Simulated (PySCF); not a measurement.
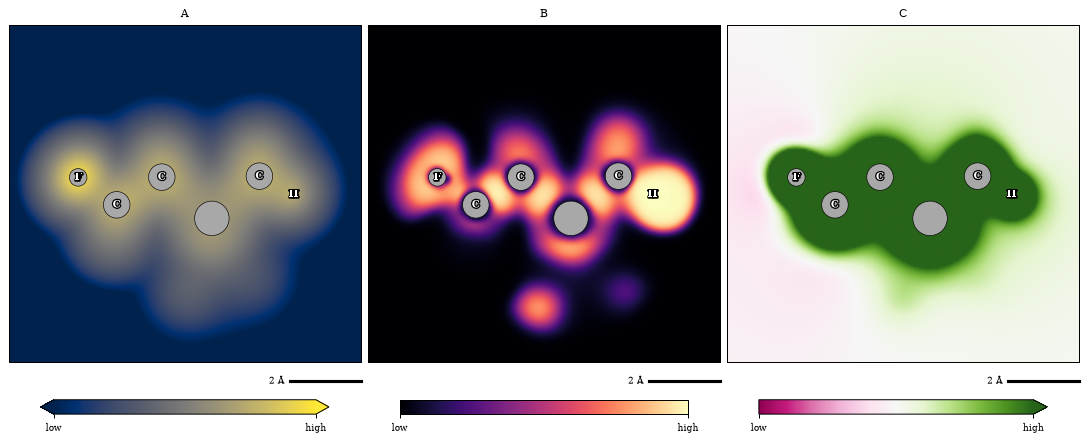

C₃H₇F₃P₂ (SMILES CP(P)CC(F)(F)F): 3 fields on the plane of atoms C4, C5 and F8, with unlabelled colour scales. Grey discs cover the atomic cores.

Geometry: GFN2-xTB.

Level of theory: PySCF, PBE0/pcSseg-1, SCF density, gas phase, non-relativistic.

**The panels show electron density, electron localisation function and electrostatic potential in some order. Assign them.**

Panel A: electron density. Panel B: electron localisation function. Panel C: electrostatic potential (strongly positive close to the atoms, with negative regions outside electron-rich atoms). From the grid: C–F (1.34 Å): the density is about 2.4 e/Å³ at the midpoint; the ELF peaks at about 0.85 between the atoms, as expected for a polar covalent bond. C–C (1.50 Å): ρ at the midpoint is about 1.8 e/Å³; the ELF peaks at about 0.95 between the atoms: localised, covalent bonding.
